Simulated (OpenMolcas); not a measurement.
## Relativistic diatomic calculation: PN (part 2 of 2)

Continued. System: PN. Method: SA-CASSCF(10,8)/XMS-CASPT2 + RASSI spin-orbit (X2C scalar, AMFI), ANO-RCC-VTZP (OpenMolcas).

### Output (extracts), continued
```
++ Dipole transition strengths (spin-free states):
     for osc. strength at least  1.00000000E-05
      From   To        Osc. strength     Einstein coefficients Ax, Ay, Az (sec-1)    Total A (sec-1)
         1   11       6.95341616E-04  7.71053651E+05  1.35226720E+03  0.00000000E+00  7.72405918E+05
         1   12       6.95341834E-04  1.35226542E+03  7.71053895E+05  0.00000000E+00  7.72406161E+05
         5    9       1.22466810E-03  6.63606456E+03  4.35331245E+03  0.00000000E+00  1.09893770E+04
         5   10       1.22466787E-03  4.35332317E+03  6.63605499E+03  0.00000000E+00  1.09893782E+04
         9    6       6.69460205E-04  4.35418025E+03  8.57913065E+01  0.00000000E+00  4.43997156E+03
         9    7       6.78985637E-04  8.95031356E+01  4.54272987E+03  0.00000000E+00  4.63223301E+03
         9    8       1.18069876E-03  1.95458016E+04  2.98094610E+04  0.00000000E+00  4.93552625E+04
        10    6       6.69458979E-04  8.57949718E+01  4.35416695E+03  0.00000000E+00  4.43996192E+03
        10    7       6.78988766E-04  4.54274566E+03  8.95071490E+01  0.00000000E+00  4.63225281E+03
        10    8       1.18069382E-03  2.98089913E+04  1.95460582E+04  0.00000000E+00  4.93550495E+04
        11    2       2.78562082E-04  1.24294779E+00  7.01361044E+02  0.00000000E+00  7.02603991E+02
        11    3       3.52892416E-04  4.42983069E+02  3.12711704E+03  0.00000000E+00  3.57010011E+03
        11    4       3.62812539E-04  3.39832148E+03  4.81411046E+02  0.00000000E+00  3.87973253E+03
        12    2       2.78564846E-04  7.01367837E+02  1.24312590E+00  0.00000000E+00  7.02610963E+02
        12    3       3.52888447E-04  3.12707619E+03  4.42983771E+02  0.00000000E+00  3.57005996E+03
        12    4       3.62810171E-04  4.81388320E+02  3.39831889E+03  0.00000000E+00  3.87970721E+03
 Electric-quadrupole - electric-quadrupole not included
 Electric-dipole - electric-octupole not included
 Electric-dipole - magnetic-quadrupole not included
   Eigenvalues of complex Hamiltonian:
  (Shifted by EMIN (a.u.) =       -396.3775122213)
 SO State       Relative EMIN(au)   Rel lowest level(eV)    D:o, cm**(-1)      Omega
     1            -0.0000039778        0.0000000000              0.0000         0.0
     2             0.1384475919        3.7674591390          30386.6072         1.0
     3             0.1384475919        3.7674591390          30386.6072         1.0
     4             0.1384556992        3.7676797516          30388.3866         0.0
     5             0.1547732674        4.2117034008          33969.6788         0.0
     6             0.1547747305        4.2117432149          33970.0000         0.0
     7             0.1551639599        4.2223346848          34055.4259         1.0
     8             0.1551639623        4.2223347508          34055.4265         1.0
     9             0.1555646424        4.2332378120          34143.3656         2.0
    10             0.1555646641        4.2332384020          34143.3703         2.0
    11             0.1695076235        4.6126456570          37203.4962         1.6
    12             0.1695076235        4.6126456574          37203.4962         1.6
    13             0.1695249623        4.6131174695          37207.3016         2.0
    14             0.1697294375        4.6186815238          37252.1788         2.0
    15             0.1697699565        4.6197841022          37261.0717         2.7
    16             0.1697699565        4.6197841020          37261.0717         2.7
    17             0.1859422684        5.0598551278          40810.4838         1.0
    18             0.1859422684        5.0598551270          40810.4838         1.0
    19             0.1912402998        5.2040219060          41973.2673         0.0
    20             0.1912498246        5.2042810879          41975.3578         1.0
    21             0.1912498246        5.2042810885          41975.3578         1.0
    22             0.1947988459        5.3008548768          42754.2779         0.0
    23             0.2036959144        5.5429564452          44706.9588         2.0
    24             0.2041946090        5.5565266168          44816.4096         2.0
 Weights of the five most important spin-orbit-free states for each spin-orbit state.
 SO State  Total energy (au)           Spin-free states, spin, and weights
    1        -0.000004       1 0.0  1.0000   10 1.0  0.0000    9 1.0  0.0000    8 1.0  0.0000    5 1.0  0.0000
    2         0.138448       5 1.0  0.9998    8 1.0  0.0002   10 1.0  0.0000    9 1.0  0.0000   11 0.0  0.0000
    3         0.138448       5 1.0  0.9998    8 1.0  0.0002    9 1.0  0.0000   10 1.0  0.0000   12 0.0  0.0000
    4         0.138456       5 1.0  0.9999    9 1.0  0.0001   10 1.0  0.0001    2 0.0  0.0000    1 0.0  0.0000
    5         0.154773       9 1.0  0.4999   10 1.0  0.4999    5 1.0  0.0001    2 0.0  0.0000    8 1.0  0.0000
    6         0.154775       9 1.0  0.5000   10 1.0  0.5000    1 0.0  0.0000    8 1.0  0.0000    5 1.0  0.0000
    7         0.155164       9 1.0  0.9997   12 0.0  0.0001   11 0.0  0.0001    5 1.0  0.0000    6 1.0  0.0000
    8         0.155164      10 1.0  0.9997   11 0.0  0.0001   12 0.0  0.0001    5 1.0  0.0000    6 1.0  0.0000
    9         0.155565      10 1.0  0.5000    9 1.0  0.4999    6 1.0  0.0001    3 0.0  0.0000    4 0.0  0.0000
   10         0.155565      10 1.0  0.5000    9 1.0  0.4999    7 1.0  0.0001    4 0.0  0.0000    3 0.0  0.0000
   11         0.169508       6 1.0  0.8896    7 1.0  0.1103   12 0.0  0.0001   10 1.0  0.0000    9 1.0  0.0000
   12         0.169508       6 1.0  0.8896    7 1.0  0.1103   11 0.0  0.0001    9 1.0  0.0000   10 1.0  0.0000
   13         0.169525       6 1.0  0.9995    3 0.0  0.0003    4 0.0  0.0001    9 1.0  0.0000   10 1.0  0.0000
   14         0.169729       7 1.0  0.9995    4 0.0  0.0003    3 0.0  0.0001   10 1.0  0.0000    9 1.0  0.0000
   15         0.169770       7 1.0  0.8896    6 1.0  0.1103   10 1.0  0.0000   11 0.0  0.0000   12 0.0  0.0000
   16         0.169770       7 1.0  0.8896    6 1.0  0.1103    9 1.0  0.0000   12 0.0  0.0000   11 0.0  0.0000
   17         0.185942      12 0.0  0.9967   11 0.0  0.0028    8 1.0  0.0003    9 1.0  0.0001   10 1.0  0.0001
   18         0.185942      11 0.0  0.9967   12 0.0  0.0028    8 1.0  0.0003   10 1.0  0.0001    9 1.0  0.0001
   19         0.191240       8 1.0  1.0000    9 1.0  0.0000   10 1.0  0.0000    1 0.0  0.0000    2 0.0  0.0000
   20         0.191250       8 1.0  0.9995   12 0.0  0.0003    5 1.0  0.0002    9 1.0  0.0000   10 1.0  0.0000
   21         0.191250       8 1.0  0.9995   11 0.0  0.0003    5 1.0  0.0002   10 1.0  0.0000    9 1.0  0.0000
   22         0.194799       2 0.0  1.0000    9 1.0  0.0000   10 1.0  0.0000    5 1.0  0.0000    8 1.0  0.0000
   23         0.203696       3 0.0  0.9996    6 1.0  0.0003    7 1.0  0.0001    9 1.0  0.0000   10 1.0  0.0000
   24         0.204195       4 0.0  0.9996    7 1.0  0.0003    6 1.0  0.0001   10 1.0  0.0000    9 1.0  0.0000
++ Dipole transition strengths (SO states):
        for osc. strength at least   1.00000000E-05
      From   To        Osc. strength     Einstein coefficients Ax, Ay, Az (sec-1)    Total A (sec-1)
         1   17       6.95534510E-04  8.90502361E+01  7.72599358E+05  0.00000000E+00  7.72688408E+05
         1   18       6.95534285E-04  7.72599108E+05  8.90499181E+01  0.00000000E+00  7.72688158E+05
         2    5       6.08667929E-04  4.16580275E+01  5.17069259E+03  0.00000000E+00  5.21235062E+03
         2    6       6.08611078E-04  5.17113925E+03  4.16587570E+01  0.00000000E+00  5.21279801E+03
         2    9       6.15949789E-04  3.09425811E+03  2.70422049E+03  0.00000000E+00  5.79847860E+03
         2   10       6.15949525E-04  2.70422475E+03  3.09426605E+03  0.00000000E+00  5.79849081E+03
         3    5       6.08669234E-04  5.17070661E+03  4.16551831E+01  0.00000000E+00  5.21236180E+03
         3    6       6.08609773E-04  4.16616064E+01  5.17112523E+03  0.00000000E+00  5.21278684E+03
         3    9       6.15945953E-04  2.70420416E+03  3.09423832E+03  0.00000000E+00  5.79844248E+03
         3   10       6.15953361E-04  3.09428581E+03  2.70424110E+03  0.00000000E+00  5.79852692E+03
         4    7       1.22391381E-03  6.61102078E+03  4.36700382E+03  0.00000000E+00  1.09780246E+04
         4    8       1.22391359E-03  4.36701457E+03  6.61101123E+03  0.00000000E+00  1.09780258E+04
         5   11       5.58151053E-04  3.84724749E+03  4.61160443E+01  0.00000000E+00  3.89336354E+03
         5   12       5.58147653E-04  4.61156799E+01  3.84722415E+03  0.00000000E+00  3.89333983E+03
         5   15       1.30422277E-04  2.04368310E+02  7.38071108E+02  0.00000000E+00  9.42439418E+02
         5   16       1.30422595E-04  7.38067637E+02  2.04374072E+02  0.00000000E+00  9.42441709E+02
         5   20       5.73773729E-04  2.45289631E+04  1.97511116E-03  0.00000000E+00  2.45289651E+04
         5   21       5.73783013E-04  1.92424858E-03  2.45293601E+04  0.00000000E+00  2.45293620E+04
         6   11       5.58150874E-04  4.61067932E+01  3.84648231E+03  0.00000000E+00  3.89258910E+03
         6   12       5.58154256E-04  3.84650552E+03  4.61071730E+01  0.00000000E+00  3.89261269E+03
         6   15       1.30423185E-04  7.37926994E+02  2.04335092E+02  0.00000000E+00  9.42262086E+02
         6   16       1.30422839E-04  2.04329319E+02  7.37930271E+02  0.00000000E+00  9.42259590E+02
         6   20       5.73325101E-04  1.92766465E-03  2.45078180E+04  0.00000000E+00  2.45078199E+04
         6   21       5.73315815E-04  2.45074210E+04  1.97863916E-03  0.00000000E+00  2.45074230E+04
         7   13       6.68810050E-04  4.34871362E+03  8.31173286E+01  0.00000000E+00  4.43183095E+03
         7   14       6.78332005E-04  8.67119007E+01  4.53712658E+03  0.00000000E+00  4.62383848E+03
         7   19       1.18075703E-03  1.96358408E+04  2.97402115E+04  0.00000000E+00  4.93760523E+04
         8   13       6.68808811E-04  8.31209289E+01  4.34870032E+03  0.00000000E+00  4.43182125E+03
         8   14       6.78335116E-04  4.53714230E+03  8.67158519E+01  0.00000000E+00  4.62385815E+03
         8   19       1.18075215E-03  2.97397434E+04  1.96360984E+04  0.00000000E+00  4.93758418E+04
         9   11       1.21347453E-04  2.07667181E+02  5.50304235E+02  0.00000000E+00  7.57971417E+02
         9   12       1.21348727E-04  5.50304923E+02  2.07674449E+02  0.00000000E+00  7.57979372E+02
         9   15       5.38216186E-04  5.97238895E+02  2.89231028E+03  0.00000000E+00  3.48954917E+03
         9   16       5.38220171E-04  2.89233392E+03  5.97241087E+02  0.00000000E+00  3.48957501E+03
         9   20       6.07036232E-04  1.38013010E+04  1.10358246E+04  0.00000000E+00  2.48371256E+04
         9   21       6.07034281E-04  1.10356202E+04  1.38014256E+04  0.00000000E+00  2.48370458E+04
        10   11       1.21242849E-04  5.49876789E+02  2.07438886E+02  0.00000000E+00  7.57315675E+02
        10   12       1.21241596E-04  2.07431712E+02  5.49876134E+02  0.00000000E+00  7.57307846E+02
        10   15       5.38326213E-04  2.89294236E+03  5.97309522E+02  0.00000000E+00  3.49025189E+03
        10   16       5.38322254E-04  5.97307383E+02  2.89291883E+03  0.00000000E+00  3.49022621E+03
        10   20       6.07032587E-04  1.10355814E+04  1.38013649E+04  0.00000000E+00  2.48369463E+04
        10   21       6.07034534E-04  1.38012402E+04  1.10357857E+04  0.00000000E+00  2.48370260E+04
        17   22       2.78329284E-04  7.01380399E+02  7.75351123E-02  0.00000000E+00  7.01457934E+02
        17   23       3.53038515E-04  3.24781854E+03  3.27445167E+02  0.00000000E+00  3.57526370E+03
        17   24       3.62956811E-04  3.55808458E+02  3.52929833E+03  0.00000000E+00  3.88510678E+03
        18   22       2.78326705E-04  7.75831939E-02  7.01373857E+02  0.00000000E+00  7.01451440E+02
        18   23       3.53042635E-04  3.27445258E+02  3.24786019E+03  0.00000000E+00  3.57530544E+03
        18   24       3.62958578E-04  3.52929772E+03  3.55827999E+02  0.00000000E+00  3.88512572E+03
 Electric-quadrupole - electric-quadrupole not included
 Electric-dipole - electric-octupole not included
 Electric-dipole - magnetic-quadrupole not included
```

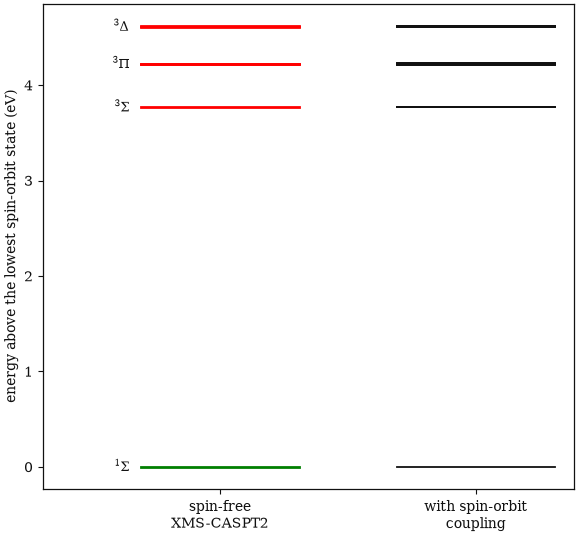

*States up to 5 eV at 1.500 Å, without spin-orbit coupling (left, a colour for each spin multiplicity) and with it (right, where close levels merge).*

The spin-free states run ¹Σ (0.00 eV), ³Σ (3.77 eV), ³Π (4.22 eV), ³Δ (4.61 eV) from the lowest. The lowest spin-orbit levels have |Ω| = 0 (0 cm⁻¹), 1 (30,387 cm⁻¹), 0 (30,388 cm⁻¹), 0 (33,970 cm⁻¹), 1 (34,055 cm⁻¹).

### Key numbers

- outcome: converged; components of a degenerate state are split by 109 cm⁻¹
- lowest spin-free state: ¹Σ
- lowest spin-orbit level: Ω = 0, −396.37752 hartree
- next level: Ω = 1, 30,387 cm⁻¹
- hardware: 1 thread of Intel Xeon @ 2.50GHz (Skylake/Cascade Lake), 16 GiB of memory available, shared host
- wall time: 23 s
- peak memory: 0.19 GiB

### Notes

Limits: the two components of ¹Δ at 5.56 eV, degenerate in CASSCF as they must be, are split by 109 cm⁻¹ in XMS-CASPT2, an artefact that passes into its spin-orbit levels; 4 of the 24 spin-orbit states have no clean Ω, so their splittings aren't to be trusted.
